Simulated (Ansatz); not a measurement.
# What CaGeS3 (model cell, started as cubic perovskite with Ge in the octahedra) distorts into, part 2 of 3

Wanted: the energy along a soft mode of CaGeS3 (model cell, started as cubic perovskite with Ge in the octahedra) and the structure at the end.

Ansatz 0.2.0; DFT PBEsol, scalar-relativistic, plane waves, PAW; PAW set soft_1.

So far, highest frequency on the path or at a solved wavevector (cm⁻¹): step 2 (the dispersion) 376. Also lowest frequency on the path (cm⁻¹): step 2 -167.

The structure was built from a prototype and need not be the compound's stable phase.

**4. The mode frozen in, largest atomic shift 0.6 Å**

The atoms are moved along the unstable eigenvector, the largest shift by 0.6 Å, with the cell fixed.

Input file input.yaml:

```yaml
crystal:
  lattice:
    - [4.7007771819, 4.7007771819, 0.0]
    - [4.7007771819, 0.0, 4.7007771819]
    - [4.7007771819, 0.0, -4.7007771819]
  atoms:
    - { symbol: Ca, position: [0.0, 0.0, 0.0] }
    - { symbol: Ca, position: [0.0, 0.5, 0.5] }
    - { symbol: Ge, position: [0.5, 0.25, 0.75] }
    - { symbol: Ge, position: [0.5, 0.75, 0.25] }
    - { symbol: S, position: [0.5, 0.5638192342, 0.5638192342] }
    - { symbol: S, position: [0.5, -0.0638192342, -0.0638192342] }
    - { symbol: S, position: [0.0, 0.5, 0.0] }
    - { symbol: S, position: [0.0, 0.0, 0.5] }
    - { symbol: S, position: [0.5, 0.4361807658, 0.0638192342] }
    - { symbol: S, position: [0.5, 0.0638192342, 0.4361807658] }
kpoints:
  mp_grid: { grid: [8, 8, 8] }
hamiltonian:
  xc: pbesol
  pseudopotentials: { kind: paw, azcp: { folder: soft_1 }, xc_functional: pbe }
scf:
  occupations: { method: methfessel_paxton, width: 0.2 }
output:
  forces: true
  stress: true
  eigenvalues: true
```

On the command line:

```console
$ ansatz run input.yaml --threads 4 --pin off --max-ram 16384MiB --backend cpu --events-out ev --progress --plain --runs-dir out
```

Numbers of over 12 decimals in the logs are rounded to 6 here.

Output:

```text
[...]
Crystal: 10 atoms, lattice volume = 207.749 Å³
Basis set: ecut = 420 eV, 4015 PW (Γ), exchange–correlation on 90×90×90 points (8 copies of the dense FFT grid, shifted against one another)
Bands: 52, of which v1, the nominal top of the filled ones, is band 42 counted from 1 (41 counted from 0)
Symmetry: 16 space group operations
[...]
k-points: 59 of 512
[...]
k-point 0: bands = [... 38 lower, 6.5336, 6.5336, 6.5493, 7.1365, 7.1365, 9.8130, 9.8950, 9.8950, ... 6 higher]
  k-point 1: bands = [... 38 lower, 6.3143, 6.4901, 6.8669, 7.0585, 7.1024, 9.4740, 9.9522, 10.1234, ... 6 higher]
  k-point 2: bands = [... 38 lower, 6.2949, 6.4195, 6.8894, 6.9405, 7.0716, 8.6910, 10.3324, 10.4136, ... 6 higher]
  k-point 58: bands = [... 38 lower, 5.7661, 6.3244, 6.3437, 6.3437, 8.8753, 9.1369, 9.9207, 10.2440, ... 6 higher]
[key lines of the parts left out:]
SCF converged after 10 iterations
Free energy (F): -17411.590046 eV
Fermi energy:    7.001585 eV
P = ⅓ Tr σ = -1.2045 GPa (-12.045 kbar)
```

Run time: 15 s. Hardware: 4 threads of Arm Neoverse V1, shared host; peak memory 0.83 GiB.

Numbers from this step:

| Property | Result |
| --- | --- |
| pressure | -1.205 GPa |
| energy from the undistorted cell | -100.3 meV/atom |

The energy, extrapolated to zero smearing, is -100.31 meV/atom against the undistorted cell.

The run ends at a pressure of -1.20 GPa, with forces up to 0.20 eV/Å.

**5. Energy along the mode, all amplitudes (two of the runs are shown above)**

An imaginary frequency means negative curvature, so the energy should fall and then rise again as anharmonic terms take over.

This step gave:

```
depth at the lowest point sampled  : 100.3 meV/atom
largest atomic shift at that point : 0.6 Å
```

Table of energy from the parent by largest atomic shift:

```csv
largest atomic shift (Å),energy from the parent (meV/atom)
0.000,0
0.040,-0.898
0.080,-3.57
0.140,-10.7
0.220,-25.1
0.320,-47.7
0.450,-77.5
0.600,-100
```

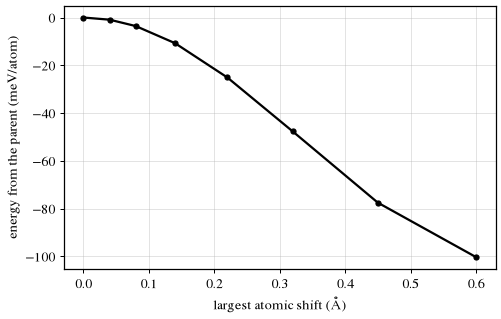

Energy from the parent, plotted against largest atomic shift.

Displacement at unit largest shift by atom:

```csv
atom,x (Å),y (Å),z (Å),size
Ca1,0.00,0.00,0.00,0.00
Ca2,0.00,0.00,0.00,0.00
Ge3,0.00,0.00,0.00,0.00
Ge4,0.00,0.00,0.00,0.00
S5,1.00,0.00,0.00,1.00
S6,-1.00,0.00,0.00,1.00
S7,0.00,0.00,0.00,0.00
S8,0.00,0.00,0.00,0.00
S9,0.00,0.00,-1.00,1.00
S10,0.00,0.00,1.00,1.00
```

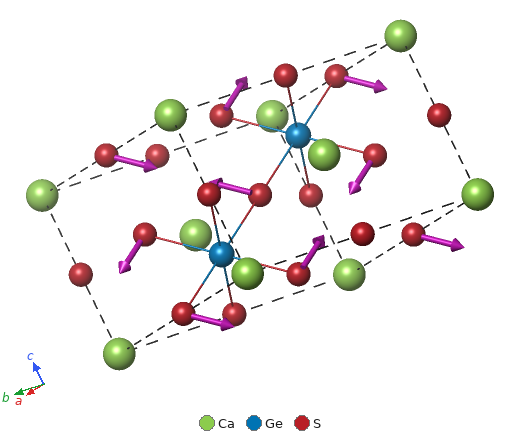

Displacement at unit largest shift as arrows, the longest 1 Å. Some periodic images of atoms are drawn too.

The lowest of the steps tried is the last one, at 0.6 Å, 100 meV/atom below the parent; the bottom of the well need not coincide with a step.

**6. Relaxation from the frozen mode**

Starting from the lowest point found, all atoms and the cell are let go, so that strain and other modes of the same symmetry can join in.

input.yaml: that of step 4 with these lines changed.

```diff
@@ -27 +27,6 @@
   eigenvalues: true
+relax:
+  adjacent_minimum: "off"
+  f_tol: 0.002
+  max_steps: 120
+  cell: { stress_tol: 0.03 }
```

Output:

```text
[...]
Crystal: 10 atoms, lattice volume = 207.749 Å³
Basis set: ecut = 420 eV, 4015 PW (Γ), exchange–correlation on 90×90×90 points (8 copies of the dense FFT grid, shifted against one another)
Bands: 52, of which v1, the nominal top of the filled ones, is band 42 counted from 1 (41 counted from 0)
Symmetry: 16 space group operations
[...]
k-points: 59 of 512
[...]
SCF iter   1: F=—  HF=-17414.500384 eV  |F-HF|=—  |Δ(HF+E_count)|=         —  Δρ=4.72e-2  dr2=9.31e0  ethr=3.10e-3  ⟨swp⟩=11.9  Hψ=15957  notcnv=0
[...]
SCF iter  10: F=-17411.590046 eV  HF=-17411.590046 eV  |F-HF|=2.54e-8  |Δ(HF+E_count)|=   1.94e-7  S|Δr|=    0.00e0  Δρ=3.09e-6  dr2=4.91e-8  ethr=1.19e-10  ⟨swp⟩=16.4  Hψ=17616  notcnv=0
SCF 1 converged in 10 iterations: F = -17411.590046 eV  dr2 = 4.91e-8
[...]
relax step   1: F+E_penalty+E_count = -17411.59004600 eV  Δ(F+E_penalty+E_count) = +0.000e0 eV  max|allowed force component| = 2.044e-1 eV/Å  Δτ_max = 0.0000 Å  P = -1.205 GPa  Ω = 207.749 Å³  (10 SCF iters, dr2 threshold 1.00e-7 eV, accepted)
Crystal: 10 atoms, lattice volume = 201.140 Å³
Basis set: ecut = 420 eV, 3919 PW (Γ), exchange–correlation on 90×90×90 points (8 copies of the dense FFT grid, shifted against one another)
[...]
SCF iter   8: F=-17411.876576 eV  HF=-17411.876576 eV  |F-HF|=1.52e-8  |Δ(HF+E_count)|=   3.80e-7  S|Δr|=    0.00e0  Δρ=5.16e-6  dr2=9.11e-8  ethr=1.19e-9  ⟨swp⟩=10.2  Hψ=14038  notcnv=0
SCF 2 converged in 8 iterations: F = -17411.876576 eV  dr2 = 9.11e-8
relax step   2: F+E_penalty+E_count = -17411.87657599 eV  Δ(F+E_penalty+E_count) = -2.865e-1 eV  max|allowed force component| = 4.263e-3 eV/Å  Δτ_max = 0.1177 Å  P = +0.217 GPa  Ω = 201.140 Å³  energy of the carried Pulay correction = +1.157e-3 eV  (8 SCF iters, dr2 threshold 1.00e-6 eV, accepted)
Crystal: 10 atoms, lattice volume = 199.961 Å³
Basis set: ecut = 420 eV, 3881 PW (Γ), exchange–correlation on 90×90×90 points (8 copies of the dense FFT grid, shifted against one another)
[...]
SCF iter   7: F=-17412.083001 eV  HF=-17412.083001 eV  |F-HF|=2.06e-7  |Δ(HF+E_count)|=   2.58e-6  S|Δr|=    0.00e0  Δρ=1.65e-5  dr2=9.35e-7  ethr=1.19e-9  ⟨swp⟩=8.5  Hψ=16624  notcnv=0
SCF 3 converged in 7 iterations: F = -17412.083001 eV  dr2 = 9.35e-7
[...]
relax step   3: F+E_penalty+E_count = -17412.08300079 eV  Δ(F+E_penalty+E_count) = -2.064e-1 eV  max|allowed force component| = 1.409e-2 eV/Å  Δτ_max = 0.0565 Å  P = +0.002 GPa  Ω = 199.961 Å³  energy of the carried Pulay correction = +1.367e-3 eV  (7 SCF iters, dr2 threshold 1.00e-6 eV, accepted)
[...]
relax step   4: F+E_penalty+E_count = -17412.08316376 eV  Δ(F+E_penalty+E_count) = -1.630e-4 eV  max|allowed force component| = 9.617e-3 eV/Å  Δτ_max = 0.0049 Å  P = +0.080 GPa  Ω = 199.776 Å³  energy of the carried Pulay correction = +1.401e-3 eV  (6 SCF iters, dr2 threshold 4.98e-8 eV, accepted)
[...]
relax step   5: F+E_penalty+E_count = -17412.08322673 eV  Δ(F+E_penalty+E_count) = -6.297e-5 eV  max|allowed force component| = 8.826e-5 eV/Å  Δτ_max = 0.0023 Å  P = +0.006 GPa  Ω = 199.965 Å³  energy of the carried Pulay correction = +1.367e-3 eV  (5 SCF iters, dr2 threshold 2.33e-8 eV, accepted)
[...]
relax step   6: F+E_penalty+E_count = -17412.08322300 eV  Δ(F+E_penalty+E_count) = +3.735e-6 eV  max|allowed force component| = 4.247e-4 eV/Å  Δτ_max = 0.0000 Å  P = +0.010 GPa  Ω = 199.965 Å³  stress off target by 3.34e-2 GPa  SCF on the basis re-selected at this cell (its energy is not comparable with the rows above)  (6 SCF iters)
[...]
relax step   7: F+E_penalty+E_count = -17412.08322473 eV  Δ(F+E_penalty+E_count) = -1.736e-6 eV  max|allowed force component| = 4.600e-4 eV/Å  Δτ_max = 0.0002 Å  P = -0.002 GPa  Ω = 199.997 Å³  energy of the carried Pulay correction = -5.187e-6 eV  (6 SCF iters, dr2 threshold 2.78e-9 eV, accepted)
[...]
SCF iter   7: F=-17412.083228 eV  HF=-17412.083228 eV  |F-HF|=2.55e-11  |Δ(HF+E_count)|=  1.09e-11  S|Δr|=    0.00e0  Δρ=1.13e-7  dr2=2.92e-11  ethr=1.00e-12  ⟨swp⟩=6.9  Hψ=10687  notcnv=0
SCF 8 converged in 7 iterations: F = -17412.083228 eV  dr2 = 2.92e-11
relax step   8: F+E_penalty+E_count = -17412.08322847 eV  Δ(F+E_penalty+E_count) = -3.733e-6 eV  max|allowed force component| = 4.561e-4 eV/Å  Δτ_max = 0.0000 Å  P = -0.002 GPa  Ω = 199.997 Å³  stress off target by 3.24e-3 GPa  SCF on the basis re-selected at this cell (its energy is not comparable with the rows above)  (7 SCF iters)
basis re-selected at this cell: Δ(F+E_penalty+E_count) = -3.733e-6 eV, ΔP = +0.000 GPa vs the last step (what re-selecting the basis moved, of the pressure what is left beyond the Pulay correction that the steps carried, after the strain that the cell walked since its last selection, with what the two solves' SCF thresholds leave and, on support functions, any second-order correction that the steps lacked; it is no m [...]
SCF converged after 7 iterations
[...]
Free energy (F): -17412.083228 eV
[...]
Internal energy: -17412.099207 eV  (E = F + TS)
E sigma→0 (E₀):  -17412.087223 eV
Entropy (-TS):   0.015978 eV (1.598 meV/atom)
Fermi energy:    7.403006 eV
[...]
--- Forces (eV/Å), atoms counted from 1 ---
  atom   1  Ca     0.00000000     0.00000000     0.00000000
  atom   2  Ca     0.00000000     0.00000000     0.00000000
  atom   3  Ge     0.00000000    -0.00000000     0.00000000
  atom   4  Ge     0.00000000    -0.00000000    -0.00000000
  atom   5  S      0.00045615     0.00000000     0.00000000
  atom   6  S     -0.00045615     0.00000000     0.00000000
  atom   7  S      0.00000000     0.00000000     0.00000000
  atom   8  S      0.00000000     0.00000000     0.00000000
  atom   9  S      0.00000000     0.00000000    -0.00045615
  atom  10  S      0.00000000     0.00000000     0.00045615
  max |Σ_I F_I| component: 1.73e-18 eV/Å
--- Stress (GPa, compression-positive) ---
       -0.003243       0.000000       0.000000
        0.000000       0.001763       0.000000
        0.000000       0.000000      -0.003243
  P = ⅓ Tr σ = -0.0016 GPa (-0.016 kbar)
--- Band table (eV; the first three rows and the last of 59) ---
  k-point 0: bands = [... 38 lower, 7.0343, 7.1862, 7.1862, 7.3646, 7.3646, 9.3056, 10.5815, 10.9641, ... 6 higher]
  k-point 1: bands = [... 38 lower, 6.7562, 7.1368, 7.2682, 7.3569, 7.7171, 9.4800, 10.6082, 10.8177, ... 6 higher]
  k-point 2: bands = [... 38 lower, 6.6979, 6.9581, 7.1151, 7.2638, 8.0432, 9.3326, 10.7628, 10.9034, ... 6 higher]
  k-point 58: bands = [... 38 lower, 6.2156, 6.2397, 7.1349, 7.1349, 8.7819, 10.1195, 10.3544, 10.6910, ... 6 higher]
--- Relaxed structure (6 steps of the walk, 6 accepted, 2 SCFs on fresh bases) ---
  F+E_penalty+E_count = -17412.08322847 eV   max|allowed force component| = 4.561e-4 eV/Å   (the final SCF, on the basis selected at the relaxed cell)
  cell:  # Å, volume = 199.9968 Å³
    - [4.464508, 5.017020, 0.0]
    - [4.464508, 0.0, 4.464508]
    - [4.464508, 0.0, -4.464508]
  atoms:
    - { symbol: Ca, position: [0, 0, 0] }
    - { symbol: Ca, position: [0, 0.500000, 0.500000] }
    - { symbol: Ge, position: [0.500000, 0.250000, 0.750000] }
    - { symbol: Ge, position: [0.500000, 0.750000, 0.250000] }
    - { symbol: S, position: [0.500000, 0.582092, 0.582092] }
    - { symbol: S, position: [0.500000, -0.082092, -0.082092] }
    - { symbol: S, position: [0, 0.500000, 0.0] }
    - { symbol: S, position: [0, 0.0, 0.500000] }
    - { symbol: S, position: [0.500000, 0.417908, 0.082092] }
    - { symbol: S, position: [0.500000, 0.082092, 0.417908] }
```

The job ended after 1.7 min (4 threads; peak memory 0.88 GiB).

Relaxation path:

```csv
step,energy less that of the first step (eV),largest force component (eV/Å),pressure (GPa),volume (Å³)
1,0.0000,0.2044,-1.20,207.75
2,-0.2865,0.0043,0.22,201.14
3,-0.4930,0.0141,0.00,199.96
4,-0.4931,0.0096,0.08,199.78
5,-0.4932,0.0001,0.01,199.97
6*,-0.4932,0.0004,0.01,199.97
7,-0.4932,0.0005,0.00,200.00
8*,-0.4932,0.0005,0.00,200.00
```

Relaxation steps marked * repeat the geometry before them on a plane-wave basis chosen anew for their cell, so energy and pressure can jump there.

The run keeps the 16 symmetry operations that it works with, so distortions that break them were not tested.

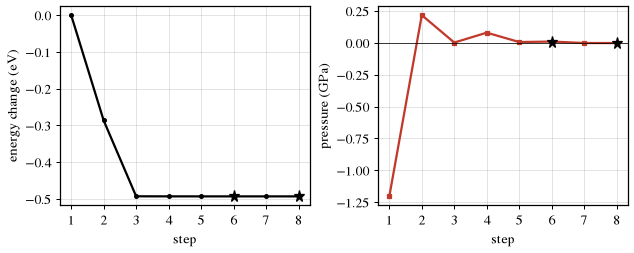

Energy and pressure along the relaxation. Stars mark steps on a basis chosen anew.

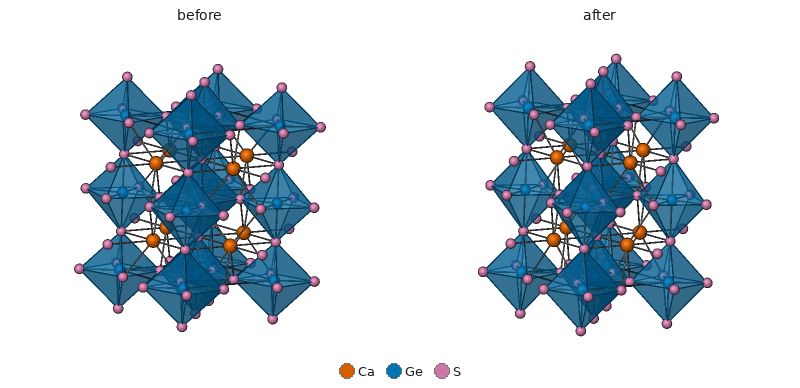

Before and after, at one scale.

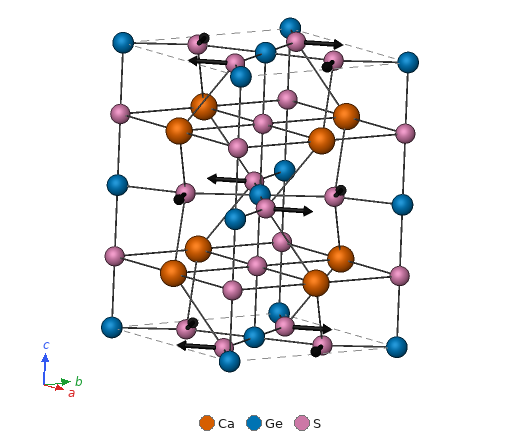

Displacements in the relaxation, exaggerated, measured against the changing cell; the longest in the cell stands for 0.16 Å. Some periodic images of atoms are drawn too.

```csv
"conventional cell, symmetrised",before,after,change
a (Å),6.648,6.314,-5.0 %
b (Å),6.648,6.314,-5.0 %
c (Å),9.402,10.034,+6.7 %
volume (Å³/atom),20.77,20.00,-3.7 %
```

The atoms that moved most (Å, as changes of fractional coordinates times the final cell):

```csv
atom,dx,dy,dz,length
S9,0.000,0.000,-0.163,0.163
S10,0.000,0.000,0.163,0.163
S6,-0.163,0.000,0.000,0.163
S5,0.163,0.000,0.000,0.163
```

Final coordinates:

```cif
data_structure
_symmetry_space_group_name_H-M 'P 1'
_symmetry_Int_Tables_number 1
_cell_length_a 6.7158
_cell_length_b 6.3138
_cell_length_c 6.3138
_cell_angle_alpha 90.000
_cell_angle_beta 61.961
_cell_angle_gamma 61.961
_cell_volume 200.00
loop_
_atom_site_label
_atom_site_type_symbol
_atom_site_fract_x
_atom_site_fract_y
_atom_site_fract_z
_atom_site_occupancy
Ca1 Ca 0.00000 0.00000 0.00000 1
Ca2 Ca 0.00000 0.50000 0.50000 1
Ge3 Ge 0.50000 0.25000 0.75000 1
Ge4 Ge 0.50000 0.75000 0.25000 1
S5 S 0.50000 0.58209 0.58209 1
S6 S 0.50000 0.91791 0.91791 1
S7 S 0.00000 0.50000 0.00000 1
S8 S 0.00000 0.00000 0.50000 1
S9 S 0.50000 0.41791 0.08209 1
S10 S 0.50000 0.08209 0.41791 1
```

Numbers from this step:

* pressure: -0.001574 GPa
* volume per atom: 20.00 Å³

The distorted start has space group I4/mcm; the relaxation ends in I4/mcm.

**7. The new phase in its own primitive cell**

The relaxed structure is symmetrised, reduced to its primitive cell and relaxed tightly, as its phonons need.

input.yaml, the sections that differ from step 6:

```yaml
crystal:
  lattice:
    - [-3.1568841482, 3.1568841482, 5.0170204773]
    - [3.1568841482, -3.1568841482, 5.0170204773]
    - [3.1568841482, 3.1568841482, -5.0170204773]
  atoms:
    - { symbol: Ca, position: [0.75, 0.25, 0.5] }
    - { symbol: Ca, position: [0.25, 0.75, 0.5] }
    - { symbol: Ge, position: [0.0, 0.0, 0.0] }
    - { symbol: Ge, position: [0.5, 0.5, 0.0] }
    - { symbol: S, position: [0.1679076095, 0.6679076095, 0.8358152189] }
    - { symbol: S, position: [0.8320923905, 0.3320923905, 0.1641847811] }
    - { symbol: S, position: [0.75, 0.75, 0.0] }
    - { symbol: S, position: [0.25, 0.25, 0.0] }
    - { symbol: S, position: [0.6679076095, 0.8320923905, 0.5] }
    - { symbol: S, position: [0.3320923905, 0.1679076095, 0.5] }
relax:
  adjacent_minimum: "off"
  f_tol: 0.001
  max_steps: 60
  cell: { stress_tol: 0.01 }
# kpoints, hamiltonian, scf, output: as in step 6
```

Output:

```text
[...]
Crystal: 10 atoms, lattice volume = 199.997 Å³
Basis set: ecut = 420 eV, 3881 PW (Γ), exchange–correlation on 90×90×90 points (8 copies of the dense FFT grid, shifted against one another)
Bands: 52, of which v1, the nominal top of the filled ones, is band 42 counted from 1 (41 counted from 0)
Symmetry: 16 space group operations
[...]
k-points: 59 of 512
[...]
- { symbol: Ge, position: [0.0, 0.0, 0.0] }
    - { symbol: Ge, position: [0.5, 0.5, 0.0] }
    - { symbol: S, position: [0.167908, 0.667908, 0.835815] }
    - { symbol: S, position: [0.832092390525, 0.332092390525, 0.16418478105] }
    - { symbol: S, position: [0.75, 0.75, 0.0] }
    - { symbol: S, position: [0.25, 0.25, 0.0] }
    - { symbol: S, position: [0.667908, 0.832092390525, 0.5] }
    - { symbol: S, position: [0.332092, 0.167908, 0.5] }
[key lines of the parts left out:]
SCF converged after 7 iterations
Free energy (F): -17412.083228 eV
Fermi energy:    7.403007 eV
P = ⅓ Tr σ = -0.0016 GPa (-0.016 kbar)
```

Wall time 30 s (4 threads); peak memory 0.86 GiB.

Little changed from the start: no atom moved by 0.005 Å and no cell edge by 0.1 %.

Numbers from this step:

| Item | Value |
| --- | --- |
| pressure | -0.001573 GPa |

The largest force component left is 0.32 meV/Å and the pressure is -0.002 GPa, within the tolerances set. The cell now holds 20.00 Å³/atom.

(Continued in part 3 of 3.)

[Logs are printed without paths, hosts, clocks, repeated set-up lines and the standing remarks that a program may print on its own settings, such as how far it seeks lower states.]

[Hosts, paths, dates, database ids (printed as entryN), source tags and the programs' standing remarks are cut or masked in the printed files.]
